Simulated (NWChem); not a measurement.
# SiHClF2 (SMILES F[SiH](F)Cl): levels of theory compared

Wanted: a comparison of 3 runs (HF/STO-3G, HF/3-21G, B3LYP/6-31G*) of SiHClF2. 

Program for the calculation: NWChem 7.3.0.

## 1. The structure to begin with

SiHClF2 has 5 atoms, charge 0, and is taken as a singlet. SMILES: `F[SiH](F)Cl`. Geometry: relaxed at PBE0-D4/def2-TZVP.

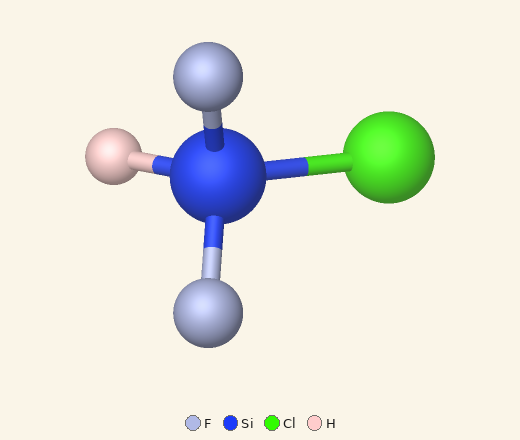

The structure, seen from a chosen angle (fluorine light blue, silicon blue, chlorine green, hydrogen pink).

## 2. Energy and gradient at HF/STO-3G (run 1)

Input file test.nw:

```
START test
TITLE "ClF2HSi gradient"
memory 2200 mb

GEOMETRY noautosym nocenter noautoz
  F    -0.339600   -0.621400    1.420100
  Si    0.095900   -0.000200    0.037800
  F    -0.033500    1.566800    0.156500
  Cl   -1.157500   -0.656000   -1.401500
  H     1.484600   -0.363000   -0.254200
END

BASIS spherical bse
  F library STO-3G
  Si library STO-3G
  Cl library STO-3G
  H library STO-3G
END

SCF
  thresh 1e-08
  maxiter 80
  noprint "final vectors analysis"
END

TASK scf gradient
```

Run with:

```console
$ nwchem test.nw > test.out
```

The log of the run:

```text
[...]
  functions       =    29
[...]
  wavefunction    = RHF
[...]
         Total SCF energy =   -936.935277764375
      One-electron energy =  -1765.914114760183
      Two-electron energy =    598.052304129921
 Nuclear repulsion energy =    230.926532865887
        Time for solution =      0.7s
[...]
                         RHF ENERGY GRADIENTS
    atom               coordinates                        gradient
                 x          y          z           x          y          z
   1 F      -0.641751  -1.174276   2.683600    0.006823   0.006537  -0.014916
   2 Si      0.181225  -0.000378   0.071432   -0.052472   0.003287  -0.006996
   3 F      -0.063306   2.960823   0.295742    0.003496  -0.017264  -0.001171
   4 Cl     -2.187358  -1.239660  -2.648451    0.018999   0.011104   0.023830
   5 H       2.805487  -0.685971  -0.480368    0.023154  -0.003664  -0.000747
[...]
```

Wall time 1.6 s (1 thread of Intel Xeon Platinum 8488C (Sapphire Rapids), shared host); peak memory 0.099 GiB.

## 3. Energy and forces at HF/3-21G (run 2)

Input file mymol.nw:

```
start mymol
title "ClF2HSi"
memory 2200 mb

geometry units bohr noautosym nocenter noautoz
F  -0.64175099 -1.17427581  2.68360007
Si  0.18122474 -0.00037795  0.07143165
F  -0.06330583  2.96082289  0.29574214
Cl -2.18735799 -1.23966034 -2.64845116
H   2.80548740 -0.68597058 -0.48036838
end

basis "ao basis" spherical bse
* library 3-21G
end

scf
thresh 1e-08
maxiter 80
end

task scf gradient
```

Run with:

```console
$ nwchem mymol.nw > mymol.out
```

The log of the run:

```text
[...]
  functions       =    46
[...]
  wavefunction    = RHF
[...]
         Total SCF energy =   -943.237885832399
      One-electron energy =  -1768.855438609870
      Two-electron energy =    594.691036477376
 Nuclear repulsion energy =    230.926516300095
        Time for solution =      0.8s
[...]
                         RHF ENERGY GRADIENTS
    atom               coordinates                        gradient
                 x          y          z           x          y          z
   1 F      -0.641751  -1.174276   2.683600    0.009851   0.009332  -0.026698
   2 Si      0.181225  -0.000378   0.071432   -0.047165   0.005375  -0.002097
   3 F      -0.063306   2.960823   0.295742    0.004452  -0.029283  -0.004398
   4 Cl     -2.187358  -1.239660  -2.648451    0.026870   0.014726   0.032008
   5 H       2.805487  -0.685971  -0.480368    0.005992  -0.000149   0.001184
[...]
```

It took 1.8 s on 1 thread of Intel Xeon Platinum 8488C (Sapphire Rapids), shared host; peak memory 0.098 GiB.

## 4. Energy and forces at B3LYP/6-31G(d) (Cartesian functions) (run 3)

Input file a.nw:

```
start a
memory 2200 mb

geometry noautosym nocenter noautoz
  F     -0.339600    -0.621400     1.420100
  Si     0.095900    -0.000200     0.037800
  F     -0.033500     1.566800     0.156500
  Cl    -1.157500    -0.656000    -1.401500
  H      1.484600    -0.363000    -0.254200
end

basis "ao basis" cartesian
  * library 6-31G*
end

dft
  xc b3lyp
  grid xfine
  convergence energy 1e-08
  maxiter 100
  mulliken
  print low
end

task dft gradient
```

Run with:

```console
$ nwchem a.nw > a.out
```

The log of the run:

```text
[...]
 d= 0,ls=0.0,diis     1   -950.0559495494 -1.18D+03  2.26D-02  9.28D-01     1.5
[...]
 d= 0,ls=0.0,diis     8   -950.1439553951 -5.83D-09  3.94D-06  8.00D-08     9.9
         Total DFT energy =     -950.143955395112
      One electron energy =    -1775.735347667737
           Coulomb energy =      665.324408373309
    Exchange-Corr. energy =      -70.659548966571
 Nuclear repulsion energy =      230.926532865887
[...]
      Total Density - Mulliken Population Analysis
     ---------------------------------------------
    Atom       Charge   Shell Charges
 -----------   ------   -------------------------------------------------------
    1 F    9     9.34   1.99  0.95  3.32  0.92  2.07  0.08
    2 Si  14    13.03   2.00  1.99  5.96  0.97  1.50  0.08  0.22  0.31
    3 F    9     9.34   1.99  0.95  3.32  0.92  2.07  0.08
    4 Cl  17    17.22   2.00  1.99  5.97  1.46  3.66  0.54  1.62 -0.02
    5 H    1     1.07   0.51  0.56
[...]
                         DFT ENERGY GRADIENTS
    atom               coordinates                        gradient
                 x          y          z           x          y          z
   1 F      -0.641751  -1.174276   2.683600    0.003886   0.005862  -0.011538
   2 Si      0.181225  -0.000378   0.071432   -0.010153   0.003075   0.002882
   3 F      -0.063306   2.960823   0.295742    0.001186  -0.013452  -0.000385
   4 Cl     -2.187358  -1.239660  -2.648451    0.005989   0.003638   0.007748
   5 H       2.805487  -0.685971  -0.480368   -0.000907   0.000877   0.001292
 Task  times  cpu:       13.9s     wall:       13.9s
 Total times  cpu:       14.0s     wall:       14.0s
```

It took 15 s on 1 thread of Intel Xeon Platinum 8488C (Sapphire Rapids), shared host; peak memory 0.13 GiB.

## 5. The series

| run | level | Cartesian functions | iteration cap | energy (Eh) | dipole moment (D) | largest force (eV/Å) | wall time |
| --- | --- | --- | --- | --- | --- | --- | --- |
| 1 | HF/STO-3G | no | 80 | -936.935278 | 2.23 | 2.727 | 1.6 s |
| 2 | HF/3-21G | no | 80 | -943.237886 | 2.14 | 2.443 | 1.8 s |
| 3 | B3LYP/6-31G* (Cartesian functions) | yes | 100 | -950.143955 | – | 0.695 | 15 s |

## 6. Summary of results

| quantity | value |
| --- | --- |
| run 3: total energy | -950.14396 Eh |
| run 3: largest force on an atom | 0.695 eV/Å |

**Reading.** In run 1 the basis is minimal, so the values are rough. All runs together took 18 s, the longest 15 s.
